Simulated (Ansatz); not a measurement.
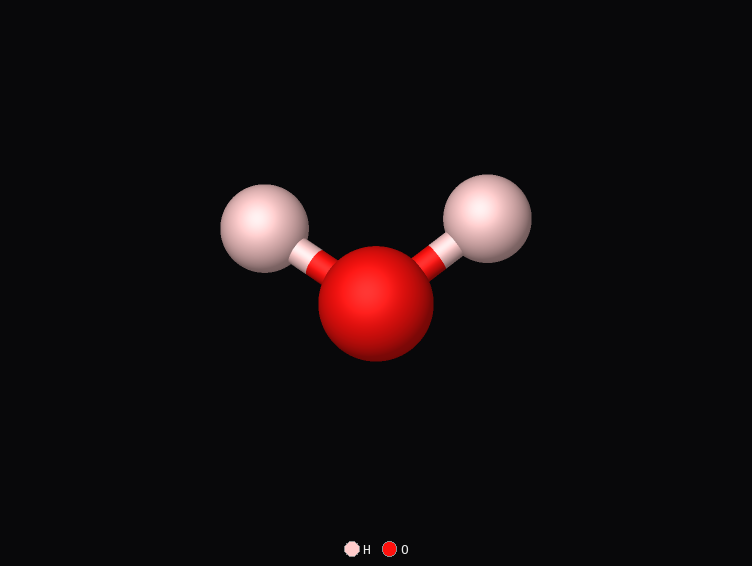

A ball-and-stick model of a molecule. Every bond is drawn as one stick, whatever its order.

Computed geometry: PBE0-D4/def2-TZVP optimisation.

Give the formula.

Answer. H₂O, 3 atoms: 2 hydrogen and 1 oxygen.

Count the bonded pairs by element.

Answer. 2 O–H. Sticks follow a distance rule.

What is the point group of this geometry?

Answer. C2v.

The parts below concern this one geometry. Atoms keep their numbers from picture to picture.

### Shape

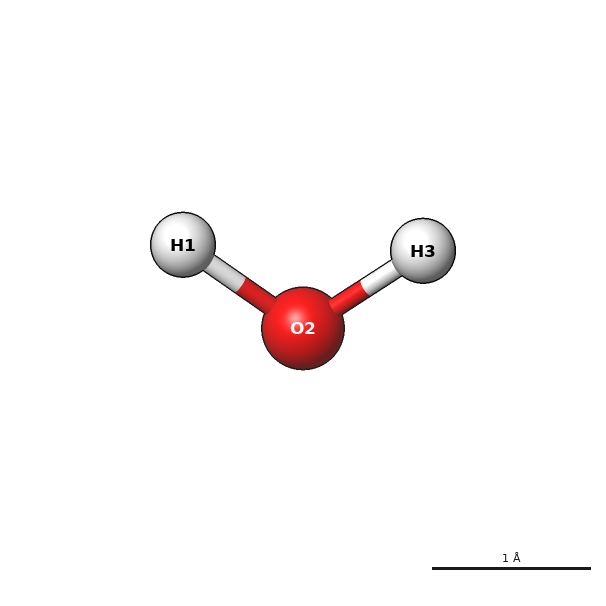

Numbered structure.

List the bonds and their lengths.

```
 bond  length (Å)
H1–O2       0.960
O2–H3       0.960
```

### Vibrations

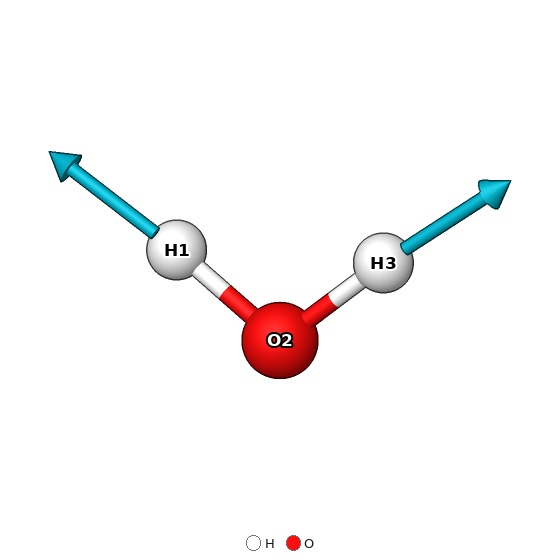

The arrows show one normal mode. Harmonic vibrations computed with RKS PBE0-D4/def2-TZVP (Ansatz 0.2.0) at a stationary point of the same level.

What kind of motion is it?

Answer. Mostly in-phase stretching of 2 O–H bonds.

Estimate its harmonic wavenumber.

Answer. 3852 cm⁻¹; it is mode 2 of 3 counted from the lowest.

### Electronic properties

Method: RHF-CCSD(T), frozen core/def2-TZVPP (Ansatz 0.2.0).

What is the T1 diagnostic?

Answer. 0.008.

### Dipole moment

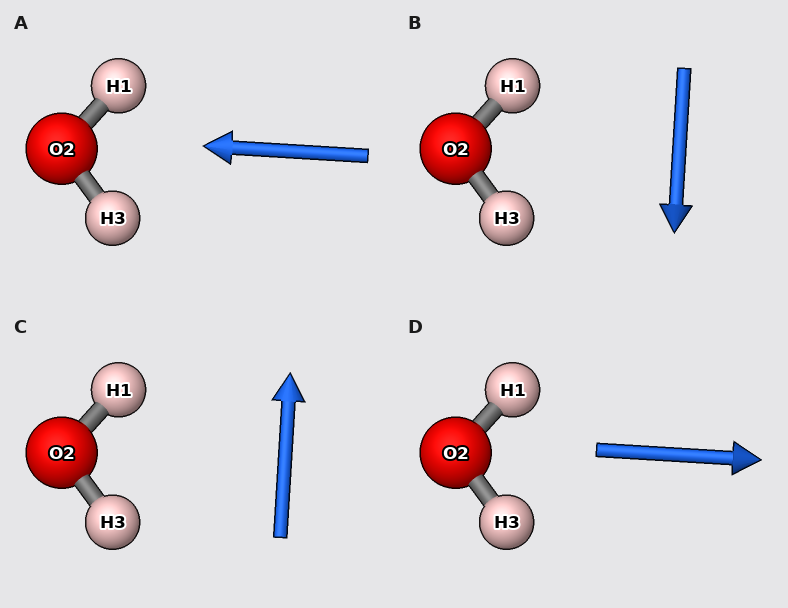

The same molecule four times, each with an arrow. Properties computed with RKS PBE0-D4/def2-TZVP (Ansatz 0.2.0).

Which arrow points along the dipole moment, from the negative to the positive end?

Answer. D. The dipole moment is 2.07 D; it points from the side of O2 to the side of H1, H3 (the outermost atoms at the two ends).

### Charges

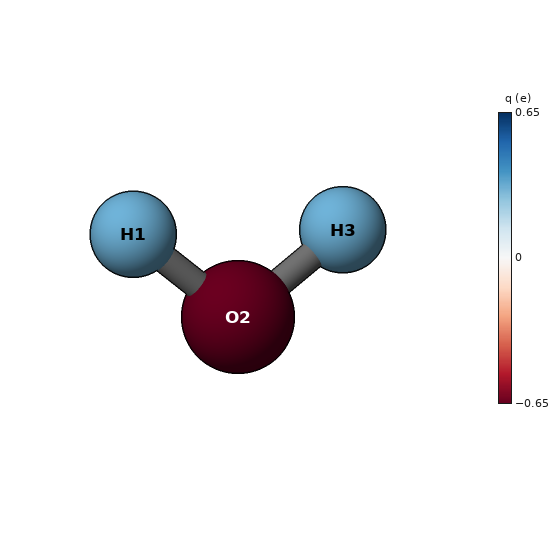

Atoms are coloured by their Mulliken charges. Properties computed with RKS PBE0-D4/def2-TZVP (Ansatz 0.2.0).

List the Mulliken charges.

```csv
atom,value (e)
H1,0.32
O2,−0.65
H3,0.32
```

Mulliken values depend strongly on the basis set and can even reverse the polarity of a bond.
